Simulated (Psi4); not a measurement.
**CASSCF(7,7)/def2-SV(P) (density fitting, density fitting for correlation, nat orbs yes) run of [AlH3]− (SMILES [AlH3-])**

What is the energy change on altering one bond length of [AlH3]− at CASSCF(7,7)/def2-SV(P) (density fitting, density fitting for correlation, nat orbs yes)? 

Program for the calculation: Psi4 1.11.

5 further runs of the same task are left out: 5 set aside as unsound or not needed.

**1. The structure to begin with**

[AlH3]−: 4 atoms, total charge -1, spin state doublet. As SMILES, `[AlH3-]`. The shape comes from GFN2-xTB, which is rough for such elements, and wasn't checked as a minimum.

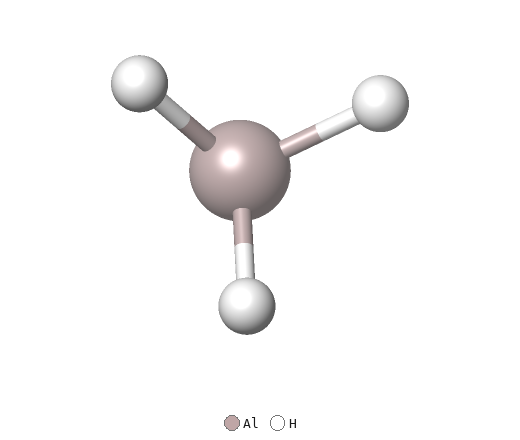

Viewed from a chosen angle; aluminium light grey, hydrogen white.

**2. The energy at CASSCF(7,7)/def2-SV(P) (density fitting, density fitting for correlation, nat orbs yes)**

calc.in reads:

```
memory 1.6 GB

molecule molecule1 {
  -1 2
  Al
  H 1 1.684043
  H 1 1.685121 2 101.07175
  H 1 1.684962 2 101.06986 3 -103.76603
  symmetry c1
  no_reorient
  no_com
}

set {
  basis def2-SV(P)
  reference rohf
  scf_type df
  restricted_docc [5]
  mcscf_type df
  mcscf_algorithm ah
  mcscf_maxiter 60
  active [7]
  nat_orbs true
  mcscf_r_convergence 0.0001
  mcscf_e_convergence 1e-06
}

E = energy("casscf")
```

The run is started by

```bash
$ psi4 -n 1 calc.in calc.out
```

calc.out:

```text
[...]
  Running in c1 symmetry.
[...]
  Nuclear repulsion =   12.860408763555887
[...]
  Multiplicity = 2
[...]
  Nalpha       = 9
  Nbeta        = 8
[...]
    Number of basis functions: 24
[...]
   @DF-ROHF iter   1:  -243.51474327679512   -6.44649e-01   4.08211e-03 DIIS
[...]
   @DF-ROHF iter   9:  -243.53334813286853   -9.66338e-13   1.46324e-09 DIIS
[...]
    Orbital Energies [Eh]
    ---------------------
    Doubly Occupied:
       1A    -58.210119     2A     -4.643233     3A     -2.960660
       4A     -2.960440     5A     -2.960437     6A     -0.320928
       7A     -0.175347     8A     -0.175291
    Singly Occupied:
       9A      0.096742
[...]
Warning: iopen=0,opentype!=closed. Making iopen=1
[...]
      Warning! Maxstep = 0.65, scaling to 0.50
   @DF-MCSCF  3:   -243.561302171087   -1.2683e-02  4.30e-03  1.49e-06    8    1  TS
[...]
   @DF-MCSCF Final Energy: -243.575284123752851
[...]
   ==> Energetics <==
    SCF energy =         -243.533348132868525
    Total MCSCF energy = -243.575284123752851
[...]
 Multipole Moments:
 ------------------------------------------------------------------------------------
     Multipole            Electronic (a.u.)      Nuclear  (a.u.)        Total (a.u.)
 ------------------------------------------------------------------------------------
 L = 1.  Multiply by 2.5417464519 to convert [e a0] to [Debye]
 Dipole X            :          1.8756836           -1.4039917            0.4716920
 Dipole Y            :         -1.4719407            1.1016694           -0.3702713
 Dipole Z            :         -1.2100824            0.9064233           -0.3036591
 Magnitude           :                                                    0.6721629
[...]
```

Run time: 6 s. Hardware: 1 thread of Intel Xeon 6975P-C (Granite Rapids), shared host; peak memory 0.18 GiB.

**3. The distorted shape**

input.in reads:

```
memory 1.6 GB

molecule {
  -1 2
  Al    -0.641151     0.847687    -0.043106
  H     -0.008171     1.146407     1.488594
  H     -1.830201    -0.291523     0.314654
  H      1.039250    -0.525560    -0.967690
  symmetry c1
  no_reorient
  no_com
}

set basis def2-SV(P)
set reference rohf
set scf_type df
set restricted_docc [5]
set mcscf_type df
set mcscf_algorithm ah
set mcscf_maxiter 60
set active [7]
set nat_orbs true
set mcscf_r_convergence 0.0001
set mcscf_e_convergence 1e-06

energy("casscf")
```

The run is started by

```bash
$ psi4 -n 1 input.in input.out
```

input.out:

```text
[...]
  Running in c1 symmetry.
[...]
  Nuclear repulsion =   11.623005166319375
[...]
  Multiplicity = 2
[...]
  Nalpha       = 9
  Nbeta        = 8
[...]
    Number of basis functions: 24
[...]
   @DF-ROHF iter   1:  -243.48010699245069   -7.16320e-01   3.43703e-03 DIIS
[...]
   @DF-ROHF iter   9:  -243.49440141751109   -7.95808e-13   2.84603e-09 DIIS
[...]
    Orbital Energies [Eh]
    ---------------------
    Doubly Occupied:
       1A    -58.259898     2A     -4.688405     3A     -3.005702
       4A     -3.005202     5A     -3.005127     6A     -0.321725
       7A     -0.198588     8A     -0.129384
    Singly Occupied:
       9A      0.071985
[...]
Warning: iopen=0,opentype!=closed. Making iopen=1
[...]
   @DF-MCSCF Final Energy: -243.544080668914944
[...]
   ==> Energetics <==
    SCF energy =         -243.494401417511085
    Total MCSCF energy = -243.544080668914944
[...]
 Multipole Moments:
 ------------------------------------------------------------------------------------
     Multipole            Electronic (a.u.)      Nuclear  (a.u.)        Total (a.u.)
 ------------------------------------------------------------------------------------
 L = 1.  Multiply by 2.5417464519 to convert [e a0] to [Debye]
 Dipole X            :         17.5571889          -17.2609191            0.2962698
 Dipole Y            :        -21.8808197           21.4469837           -0.4338360
 Dipole Z            :         -0.4467871            0.5200148            0.0732277
 Magnitude           :                                                    0.5304261
[...]
```

Run time: 6 s. Hardware: 1 thread of Intel Xeon 6975P-C (Granite Rapids), shared host; peak memory 0.18 GiB.

**4. Summary of results**

Level: CASSCF(7,7)/def2-SV(P) (density fitting, density fitting for correlation, nat orbs yes).

| quantity | value |
| --- | --- |
| first shape: total energy | -243.57528 Eh |
| distorted shape: total energy | -243.54408 Eh |
| energy change with the Al1–H4 bond stretched from 1.685 to 2.359 Å | 0.849 eV |

With the Al1–H4 bond stretched from 1.685 to 2.359 Å the energy rises by 0.85 eV (81.9 kJ/mol). The first shape isn't relaxed at this level, so the change isn't measured from a minimum.
